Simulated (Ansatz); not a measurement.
**SVWN5/def2-SVP run of CH3BF3Ge+ (SMILES [CH3][Ge+]([F])[B](F)F)**

Aim: the vertical ionisation energy of CH3BF3Ge+ at SVWN5/def2-SVP, from 2 runs. 

Program for the calculation: Ansatz 0.2.0.

### Step 1. The structure to begin with

CH3BF3Ge+: 9 atoms, total charge +1, spin state singlet. As SMILES, `[CH3][Ge+]([F])[B](F)F`. Geometry: a GFN2-xTB relaxation, a rough one for these elements and not checked as a minimum.

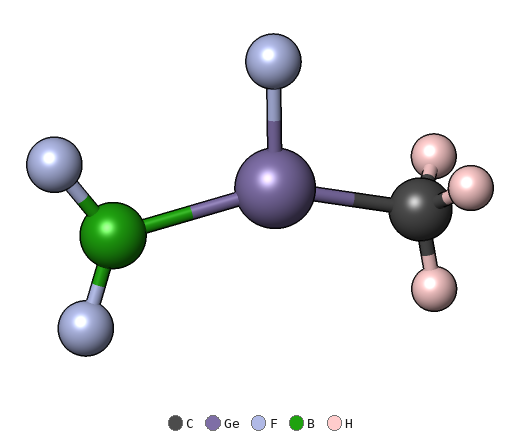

The structure, seen from a chosen angle (carbon dark grey, germanium purple, fluorine light blue, boron green, hydrogen pink).

### Step 2. The energy at SVWN5/def2-SVP

File molecule.yaml:

```yaml
basis:
  gaussian: {orbitals: def2-SVP}
crystal:
  periodic: [false, false, false]
  atoms:
    - {symbol: C, position_ang: [-1.827570, -0.232630, -0.019740]}
    - {symbol: Ge, position_ang: [0.127990, 0.202360, -0.000590]}
    - {symbol: F, position_ang: [0.165210, 1.931220, -0.020140]}
    - {symbol: B, position_ang: [2.303130, -0.280720, 0.029180]}
    - {symbol: F, position_ang: [3.084040, 0.724700, 0.087070]}
    - {symbol: F, position_ang: [2.676590, -1.500590, -0.012720]}
    - {symbol: H, position_ang: [-2.003290, -1.308940, -0.075000]}
    - {symbol: H, position_ang: [-2.263930, 0.280640, -0.885140]}
    - {symbol: H, position_ang: [-2.262170, 0.183950, 0.897070]}
total_charge: 1
hamiltonian: {xc: {name: SVWN5}}
accuracy: high
output: {orbitals: {seedname: orbitals}}
```

Launch:

```console
ansatz run molecule.yaml --threads 1 --pin off --max-ram 2610MiB --events-out events.jsonl --progress --plain --runs-dir runs
```

The program printed:

```text
Warning: RAYON_NUM_THREADS=1 ignored (pool sized by the plan → 1); use --threads N
Functional definition: SVWN5
  name "SVWN5"
  exchange = slater_x
  correlation = vwn5_c
2541 factors; integrals over basis functions are off by at most 2.5e-8 eV
mean field evaluation 1: about -66238.0516 eV, gradient 1.0e2 eV
mean field evaluation 2: about -66110.4752 eV, gradient 2.6e2 eV
mean field evaluation 4: about -66256.3738 eV, gradient 2.0e1 eV
mean field evaluation 8: about -66257.1666 eV, gradient 4.3e-1 eV
mean field evaluation 16: about -66257.1657 eV, gradient 5.0e-4 eV
mean field -66257.16567078 eV, -2434.9059276812 hartree, gradient 9.5e-8 eV, S^2 0.000000; 0 other end points of the search recorded, 0 dependent functions left out
reference -66257.16567425 eV, -2434.9059278088 hartree; 36, 36 occupied and 81, 81 virtual orbitals, 2541 factors
Total energy: -66257.16567425 eV, -2434.9059278088 hartree
```

Wall time 4.2 s (1 thread of Intel Xeon 6975P-C (Granite Rapids), shared host); peak memory 0.35 GiB.

### Step 3. Doublet [CH3BF3Ge]2+, same level

File in.yaml:

```yaml
crystal:
  periodic: [false, false, false]
  atoms:
    - {symbol: C, position_ang: [-1.827570, -0.232630, -0.019740]}
    - {symbol: Ge, position_ang: [0.127990, 0.202360, -0.000590]}
    - {symbol: F, position_ang: [0.165210, 1.931220, -0.020140]}
    - {symbol: B, position_ang: [2.303130, -0.280720, 0.029180]}
    - {symbol: F, position_ang: [3.084040, 0.724700, 0.087070]}
    - {symbol: F, position_ang: [2.676590, -1.500590, -0.012720]}
    - {symbol: H, position_ang: [-2.003290, -1.308940, -0.075000]}
    - {symbol: H, position_ang: [-2.263930, 0.280640, -0.885140]}
    - {symbol: H, position_ang: [-2.262170, 0.183950, 0.897070]}
basis:
  gaussian:
    orbitals: def2-SVP
output: {orbitals: {seedname: orbitals}}
hamiltonian:
  xc: {name: SVWN5}
accuracy: high
total_charge: 2
magnetization:
  spin_polarized: true
  initial_magnetization: 1
```

Launch:

```console
ansatz run in.yaml --threads 1 --pin off --max-ram 2610MiB --events-out events.jsonl --progress --plain --runs-dir runs
```

The program printed:

```text
Warning: RAYON_NUM_THREADS=1 ignored (pool sized by the plan → 1); use --threads N
[... 4 set-up lines as earlier in the session ...]
2540 factors; integrals over basis functions are off by at most 2.5e-8 eV
mean field evaluation 1: about -66210.3853 eV, gradient 9.2e1 eV
mean field evaluation 2: about -65910.8920 eV, gradient 2.4e2 eV
mean field evaluation 4: about -66236.3610 eV, gradient 3.3e1 eV
mean field evaluation 8: about -66240.3980 eV, gradient 1.4e0 eV
mean field evaluation 16: about -66240.4044 eV, gradient 1.3e-3 eV
mean field evaluation 32: about -66238.2581 eV, gradient 4.4e0 eV
mean field -66240.40439699 eV, -2434.2899622307 hartree, gradient 3.1e-8 eV, S^2 0.751335; 3 other end points of the search recorded, 0 dependent functions left out
reference -66240.40440032 eV, -2434.2899623530 hartree; 36, 35 occupied and 81, 82 virtual orbitals, 2540 factors
Total energy: -66240.40440032 eV, -2434.2899623530 hartree
```

It took 6.9 s on 1 thread of Intel Xeon 6975P-C (Granite Rapids), shared host; peak memory 0.41 GiB.

### Step 4. What came out

At SVWN5/def2-SVP:

```
                                                quantity           value
                         singlet CH3BF3Ge+: total energy  -2434.90593 Eh
                          singlet CH3BF3Ge+: HOMO energy       -13.53 eV
                          singlet CH3BF3Ge+: LUMO energy       -10.05 eV
                        singlet CH3BF3Ge+: HOMO–LUMO gap         3.48 eV
                      doublet [CH3BF3Ge]2+: total energy  -2434.28996 Eh
doublet [CH3BF3Ge]2+: HOMO energy (highest over α and β)       -20.58 eV
 doublet [CH3BF3Ge]2+: LUMO energy (lowest over α and β)       -19.98 eV
                              doublet [CH3BF3Ge]2+: ⟨S²⟩           0.751
    vertical ionisation energy (to the doublet dication)       16.761 eV
```

In words: Removing an electron at fixed nuclei costs 16.76 eV (1617 kJ/mol). −ε(HOMO) before ionisation, 13.53 eV, is 3.23 eV below this ionisation energy.
